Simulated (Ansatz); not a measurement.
# BH (SMILES [BH]) at 6 levels

We compute a comparison of 6 runs (HF/def2-TZVP, CAM-B3LYP/def2-TZVP, SVWN5/def2-TZVP, UPBE/def2-TZVP, MP2/def2-TZVP, FCI/3-21G) of BH. 

The calculation is run with Ansatz 0.2.0.

60 further runs of the same task are left out: 60 set aside as unsound or not needed.

## 1. Starting point

The species is BH (2 atoms), meant as a singlet with charge 0. SMILES: `[BH]`. The H2–B1 distance was set to 3.081 Å, away from the relaxed value.

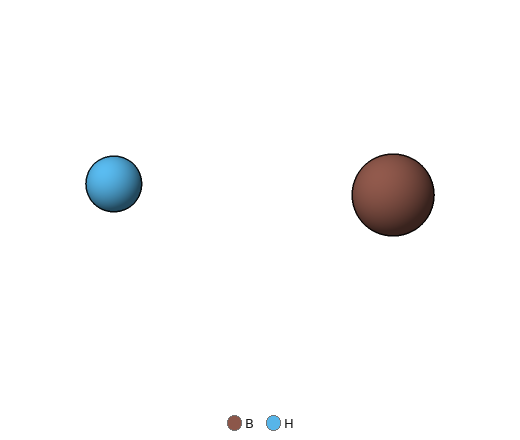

The structure, seen from a chosen angle (boron brown, hydrogen blue).

## 2. A single-point energy at HF/def2-TZVP (run 1)

File job.yaml:

```yaml
crystal:
  periodic: [false, false, false]
  atoms:
    - {symbol: B, position_ang: [0.000000, 0.000000, -1.848600]}
    - {symbol: H, position_ang: [0.000000, 0.000000, 1.232400]}
basis:
  gaussian:
    orbitals: def2-TZVP
hamiltonian:
  xc: hf
accuracy: high
```

Command:

```sh
$ ansatz run job.yaml --threads 1 --pin off --max-ram 2610MiB --events-out events.jsonl --progress --plain --runs-dir runs
```

The log of the run:

```text
Warning: RAYON_NUM_THREADS=1 ignored (pool sized by the plan → 1); use --threads N
Functional definition: HF
  name "HF"
  exchange = exact_x
  correlation = 0
446 factors; integrals over basis functions are off by at most 3.8e-9 eV
mean field evaluation 1: about -676.7772 eV, gradient 1.2e1 eV
mean field evaluation 2: about -676.7775 eV, gradient 1.2e1 eV
mean field evaluation 4: about -678.8303 eV, gradient 1.3e0 eV
mean field evaluation 8: about -678.8457 eV, gradient 3.2e-5 eV
mean field evaluation 16: about -678.8456 eV, gradient 2.3e-8 eV
mean field -678.84564915 eV, -24.9471174683 hartree, gradient 2.3e-8 eV, S^2 0.000000; 0 other end points of the search recorded, 0 dependent functions left out
reference -678.84564915 eV, -24.9471174683 hartree; 3, 3 occupied and 34, 34 virtual orbitals, 446 factors
Total energy: -678.84564915 eV, -24.9471174683 hartree
```

Wall time 0.14 s (1 thread of Arm Neoverse V1, shared host).

## 3. A single-point energy at CAM-B3LYP/def2-TZVP (run 2)

File run.yaml:

```yaml
crystal:
  periodic: [false, false, false]
  atoms:
    - symbol: B
      position_ang: [0.000000, 0.000000, -1.848600]
    - symbol: H
      position_ang: [0.000000, 0.000000, 1.232400]
basis:
  gaussian: {orbitals: def2-TZVP}
hamiltonian: {xc: {name: CAM-B3LYP}}
accuracy: high
```

Command:

```sh
$ ansatz run run.yaml --threads 1 --pin off --max-ram 2610MiB --events-out events.jsonl --progress --plain --runs-dir runs
```

The log of the run:

```text
Warning: RAYON_NUM_THREADS=1 ignored (pool sized by the plan → 1); use --threads N
Functional definition: CAM-B3LYP
  name "CAM-B3LYP"
  parameter alpha = 0.19
  parameter beta = 0.46
  parameter omega = 0.33/bohr
  parameter ac = 0.81
  exchange = (1 - alpha - beta)*b88_x + beta*b88_x_sr(omega) + alpha*exact_x + beta*exact_x_lr(omega)
  correlation = (1 - ac)*vwn5_c + ac*lyp_c
446 factors; integrals over basis functions are off by at most 3.8e-9 eV
184 factors; integrals over basis functions are off by at most 1.1e-9 eV
mean field evaluation 1: about -679.9156 eV, gradient 1.6e1 eV
mean field evaluation 2: about -671.8362 eV, gradient 3.2e1 eV
mean field evaluation 4: about -683.0850 eV, gradient 4.8e0 eV
mean field evaluation 8: about -683.2303 eV, gradient 8.9e-1 eV
mean field evaluation 16: about -683.2358 eV, gradient 1.7e-5 eV
mean field -683.23579160 eV, -25.1084522273 hartree, gradient 5.1e-8 eV, S^2 0.000000; 0 other end points of the search recorded, 0 dependent functions left out
reference -683.23580620 eV, -25.1084527639 hartree; 3, 3 occupied and 34, 34 virtual orbitals, 446 factors
Total energy: -683.23580620 eV, -25.1084527639 hartree
```

Wall time 0.62 s (1 thread of Arm Neoverse V1, shared host).

Runs 3 to 5 aren't shown in full; the table further down has their settings and results.

## 4. The energy at FCI/3-21G (run 6)

File in.yaml:

```yaml
basis:
  gaussian:
    orbitals: 3-21G.json
crystal:
  periodic: [false, false, false]
  atoms:
    - {symbol: B, position_ang: [0.000000, 0.000000, -1.848600]}
    - {symbol: H, position_ang: [0.000000, 0.000000, 1.232400]}
correlation:
  method: fci
  frozen_orbitals: {B: 1, H: 0}
accuracy: high
```

The basis set 3-21G is read from a file made from the Basis Set Exchange's data (not shown).

Command:

```sh
$ ansatz run in.yaml --threads 1 --pin off --max-ram 2610MiB --events-out events.jsonl --progress --plain --runs-dir runs
```

The log of the run, shortened:

```text
Warning: RAYON_NUM_THREADS=1 ignored (pool sized by the plan → 1); use --threads N
[... 2 set-up lines as earlier in the session ...]
[...]
206 factors; integrals over basis functions are off by at most 1.4e-8 eV
[...]
mean field -674.48141421 eV, -24.7867347922 hartree, gradient 1.7e-8 eV, S^2 0.000000; 3 other end points of the search recorded, 0 dependent functions left out; unrestricted orbitals would lower it
determinant -674.48141421 eV, -24.7867347922 hartree, with singles and doubles -677.96386163 eV, -24.9147123745 hartree
determinant -671.20411346 eV, -24.6662962111 hartree, with singles and doubles -675.76388005 eV, -24.8338645425 hartree
unrestricted determinant -677.21581384 eV, -24.8872221253 hartree, S^2 0.9656
1 core orbitals not correlated: weight in the atoms' cores, before any rotation towards them, 1.000 or more for the frozen orbitals, at most 0.000 for the correlated occupied ones
reference -674.48141421 eV, -24.7867347922 hartree; 2, 2 occupied and 8, 8 virtual orbitals, 206 factors
state -678.48783055 eV, -24.9339678771 hartree
Total energy: -678.48783055 eV, -24.9339678771 hartree
```

Wall time 0.14 s (1 thread of Arm Neoverse V1, shared host).

## 5. Overview of the runs

```
run                level  frozen core orbitals  energy (Eh)  wall time
  1         HF/def2-TZVP                     –   -24.947117     0.14 s
  2  CAM-B3LYP/def2-TZVP                     –   -25.108453     0.62 s
  3      SVWN5/def2-TZVP                     –   -24.838123     0.54 s
  4       UPBE/def2-TZVP                     –   -25.116318      3.9 s
  5        MP2/def2-TZVP                     1   -25.034224     0.18 s
  6            FCI/3-21G                     1   -24.933968     0.14 s
```

## 6. What came out

```
                                         quantity         value
                              run 6: total energy  -24.93397 Eh
run 6: correlation energy (1 core orbital frozen)    -147.2 mEh
```

Totals of different functionals can't be ranked against each other. In run 5 the log says that unrestricted orbitals would lower the reference, so the values rest on an unstable closed-shell determinant (other closed-shell runs at this shape may share the fault). Spin contamination of the reference: run 4 ⟨S²⟩ = 0.78. Where it is this large, the reference is a mixture of spin states, and values that rest on it are in doubt. All runs together took 5.5 s, the longest 3.9 s.
